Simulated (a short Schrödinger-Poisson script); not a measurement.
System: MOS inversion layer, SiO2 on p-type Si(110), at 300 K.

| layer | material | thickness (nm) | Na (cm⁻³) |
|---|---|---|---|
| 1 | SiO2 | 3.9 | - |
| 2 | Si | 300 | 2.1e18 |

Constants are typed, rounded textbook-type inputs, not results; the design itself was drawn at random and stands for no fabricated device. SiO2: permittivity 3.9, conduction-band edge (eV) 3.15, gap (eV) 9, electron mass (mₑ) 0.5. Si: permittivity 11.7, conduction-band edge (eV) 0, gap (eV) 1.124, Nv at 300 K (cm⁻³) 3.1e19.

Channel valleys (confinement mass, in-plane density-of-states mass, number): Δ4 0.315, 0.324, 4; Δ2 0.19, 0.417, 2. At the gate the conduction-band edge of layer 1 lies 3.71 eV − eVg above the Fermi level of the channel; the field vanishes at the back. Gaps are held at their typed values at every temperature. Mesh 0.03 nm at interfaces.

From a short Schrödinger-Poisson script (our own, NumPy): 1D Poisson equation in equilibrium, electrons quantum, Hartree (BenDaniel-Duke, 12 states a valley, the channel's in-plane mass for all, wave functions ending at the dielectric), parabolic valleys, classical holes, full ionisation, no traps, pinning or gate leakage.

Only gate voltages with over 1e8 electrons/cm² are shown.

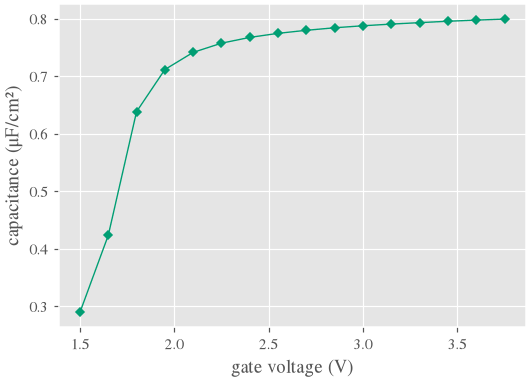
Figure: Quasi-static capacitance against gate voltage

| Vg (V) | electrons (cm⁻²) | C (μF/cm²) | Δ4 E0 (meV) | Δ4 E1 (meV) | Δ2 E0 (meV) | Δ2 E1 (meV) |
|---|---|---|---|---|---|---|
| 1.5 | 2.99e9 | 0.289 | 222.2 | 371.1 | 259.4 | 432.4 |
| 1.65 | 8.15e10 | 0.423 | 136.5 | 290.8 | 175.1 | 354.6 |
| 1.8 | 4.78e11 | 0.638 | 90.3 | 248.7 | 130.2 | 313.8 |
| 1.95 | 1.07e12 | 0.711 | 68.9 | 230.4 | 110.0 | 296.4 |
| 2.1 | 1.73e12 | 0.741 | 55.8 | 220.3 | 98.2 | 286.8 |
| 2.25 | 2.42e12 | 0.757 | 46.5 | 213.7 | 90.0 | 280.7 |
| 2.4 | 3.13e12 | 0.767 | 39.2 | 209.0 | 83.9 | 276.4 |
| 2.55 | 3.84e12 | 0.774 | 33.2 | 205.4 | 79.0 | 273.3 |
| 2.7 | 4.57e12 | 0.780 | 28.0 | 202.7 | 75.0 | 270.9 |
| 2.85 | 5.30e12 | 0.784 | 23.5 | 200.5 | 71.6 | 269.1 |
| 3 | 6.03e12 | 0.788 | 19.4 | 198.7 | 68.6 | 267.7 |
| 3.15 | 6.77e12 | 0.790 | 15.7 | 197.3 | 66.0 | 266.5 |
| 3.3 | 7.52e12 | 0.793 | 12.3 | 196.1 | 63.6 | 265.6 |
| 3.45 | 8.26e12 | 0.795 | 9.1 | 195.1 | 61.5 | - |
| 3.6 | 9.01e12 | 0.797 | 6.1 | - | 59.5 | - |
| 3.75 | 9.76e12 | 0.799 | - | - | - | - |

Subbands count from the Fermi level; a dash marks a level above the dielectric's band edge.
